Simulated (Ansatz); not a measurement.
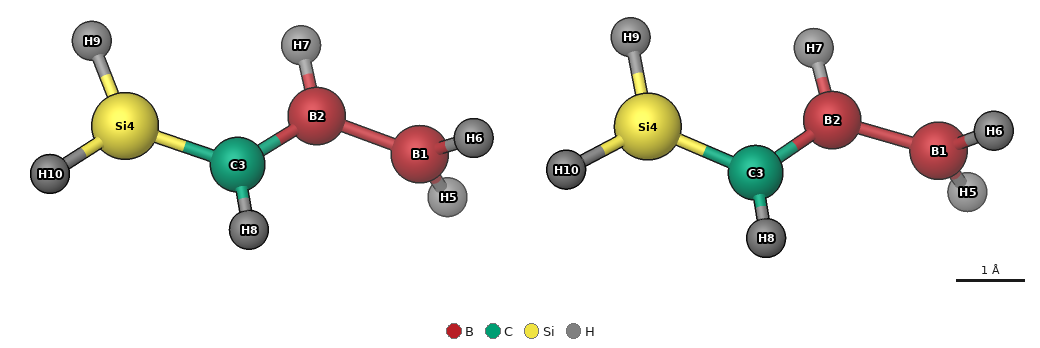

Two geometries of CH6B2Si, drawn at one scale. One is the start of a relaxation, the other its converged end. A ball-and-stick model, seen from a free direction.

Theory: RKS PBE0-D4/6-31G (Ansatz). Set-up: no spin polarisation; force threshold 0.015 eV/Å; at most 40 steps.

Q: Which geometry has the lower energy?

A: The right one is the relaxed one. The run prepares an end point of a later path (torsion) calculation, from a guessed geometry. Over 9 geometry steps the energy falls by 2.70 kcal/mol. The largest force component goes from 0.86 to 0.012 eV/Å. The atom that moves furthest after the best rigid fit is H9 (0.30 Å). Largest moves by element: H 0.30 Å, C 0.14 Å, B 0.10 Å, Si 0.04 Å. Some distances before and after: Si4–H10 1.461 → 1.500 Å, Si4–H9 1.466 → 1.494 Å, B1–H5 1.177 → 1.205 Å, B2–H7 1.187 → 1.214 Å. Bond angles that change, for instance: B2–C3–Si4 126.4° → 119.0°, H9–Si4–H10 108.5° → 114.2°, C3–Si4–H9 125.9° → 120.5°.
